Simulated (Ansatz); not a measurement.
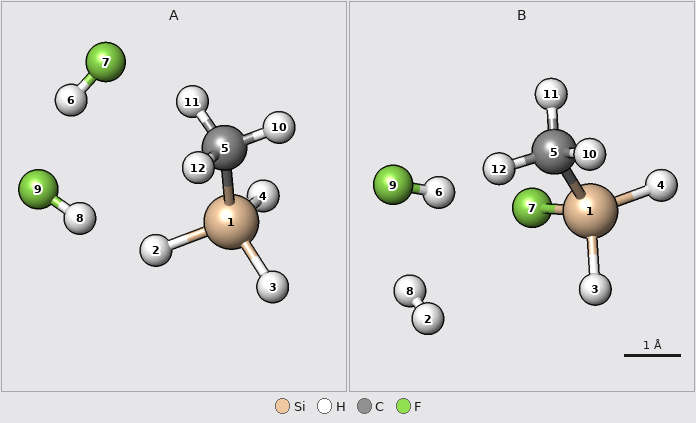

The two relaxed end points of a path for CH8F2Si. The picture is a ball-and-stick view, seen at a tilt.

Method: Ansatz 0.2.0, RKS CAM-B3LYP-D4/def2-mTZVP.

Settings: 7 movable images; climbing image; force threshold 0.05 eV/Å; iteration limit 60.

Start:
```xyz
12

Si   -0.5495   -1.0910   -0.5778
H     0.4187   -1.3701    0.5319
H    -0.4687   -2.2729   -1.4620
H    -1.8867   -1.0320    0.0453
C    -0.0815    0.4918   -1.4417
H     0.4005    1.4308    2.0505
F    -0.1937    1.9871    1.5770
H     1.0275   -0.6135    1.7405
F     1.2970    0.0007    2.4074
H    -0.7634    0.6957   -2.2676
H    -0.1274    1.3331   -0.7518
H     0.9273    0.4402   -1.8519
```

End:
```xyz
12

Si   -1.2987   -0.3057   -0.2763
H     2.0503   -1.8138    0.7341
H    -1.0536   -1.7576   -0.2325
H    -2.6917   -0.0281   -0.6699
C    -0.0582    0.6065   -1.3021
H     0.3295    0.8130    1.9282
F    -1.1608    0.2230    1.2691
H     2.0305   -1.1753    1.1188
F     1.2383    1.0412    1.9984
H    -0.0742    0.2521   -2.3347
H    -0.2629    1.6772   -1.3170
H     0.9516    0.4674   -0.9162
```

What barrier does the band find between them, and by what path?

Answer. The highest point, image 3, lies 32.1 kcal/mol above the start and 57.8 kcal/mol above the end; the end is at −25.6 kcal/mol relative to the start. Breaking: H6–F7 (0.94 → 1.16 at the top → 1.73 Å), H8–F9 (0.95 → 1.27 at the top → 2.51 Å), Si1–H2 (1.50 → 1.69 at the top → 3.81 Å). Forming: H2–H8 (1.55 → 0.91 at the top → 0.75 Å), H6–F9 (1.73 → 1.12 at the top → 0.94 Å), Si1–F7 (3.77 → 1.99 at the top → 1.64 Å). The band converged in 26 iterations, with a climbing image at the top. At the top, the vibrational analysis gives one imaginary mode (1202i cm⁻¹), as a transition state must have.

Energies of the converged images:

| image | path (Å) | E (kcal/mol) |
| --- | --- | --- |
| 0 | 0.00 | 0.0 |
| 1 | 0.81 | 0.4 |
| 2 | 1.61 | 4.7 |
| 3 | 2.42 | 32.1 |
| 4 | 3.24 | 0.7 |
| 5 | 4.05 | -19.9 |
| 6 | 4.87 | -24.8 |
| 7 | 5.69 | -25.4 |
| 8 | 6.50 | -25.6 |

The geometry at the top of the path:

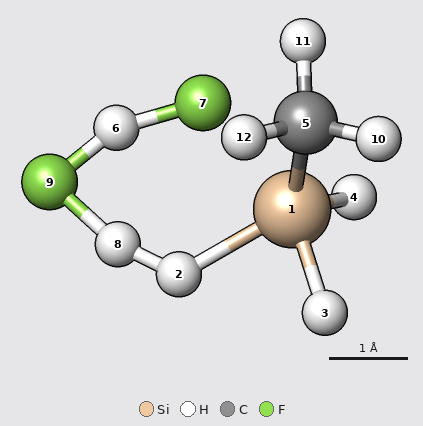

Cost: 7.3 min on 4 threads of Arm Neoverse N1, on a shared host, peak memory 0.27 GiB.
